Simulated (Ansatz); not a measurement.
The calculation's input:

```
crystal:
  periodic: [false, false, false]
  atoms:
    - {symbol: B, position_ang: [-1.207563, 0.718149, -0.735236]}
    - {symbol: Cl, position_ang: [-1.304883, -2.354412, 1.813333]}
    - {symbol: H, position_ang: [-2.348438, 0.389503, -0.587986]}
    - {symbol: H, position_ang: [-0.881072, 1.622421, -1.454592]}
    - {symbol: H, position_ang: [-0.963158, -1.376832, 1.037767]}
    - {symbol: O, position_ang: [-0.261798, 0.029589, -0.054157]}
    - {symbol: Si, position_ang: [1.402001, 0.211632, -0.017278]}
    - {symbol: H, position_ang: [1.995995, -1.064432, -0.473677]}
    - {symbol: H, position_ang: [1.784411, 1.330256, -0.912249]}
    - {symbol: H, position_ang: [1.784403, 0.494125, 1.383977]}
basis:
  gaussian: {orbitals: def2-TZVPP}
hamiltonian: {xc: pbe0, dispersion: d4}
output: {orbitals: {seedname: orbitals}}
```

Command:

```sh
ansatz run in.yaml --threads 4 --pin off --events-out ev --progress --plain --max-ram 9574MiB
```

The product side of a reaction path; geometry: PBE0-D4/def2-TZVP.

Method: RKS PBE0-D4/def2-TZVPP in Ansatz.

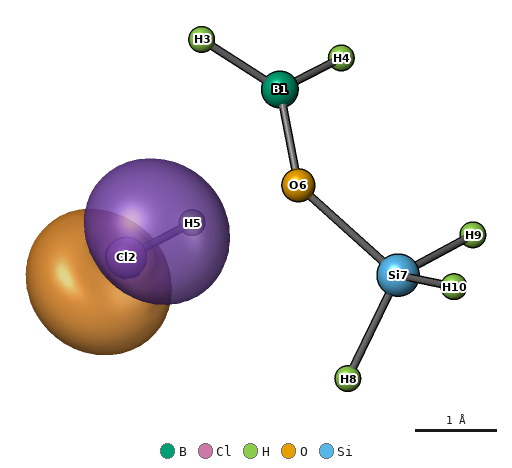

BH$_{5}$OSi···HCl. The HOMO−1 at ±0.2 Å⁻³ᐟ² (orange and purple are the two phases), seen at a tilt.

Question: Describe this orbital and give its energy.

Answer: Its weight (Hirshfeld) is mainly on Cl2 (about 95 %); largely a lone pair of Cl2. Its energy is −8.91 eV.
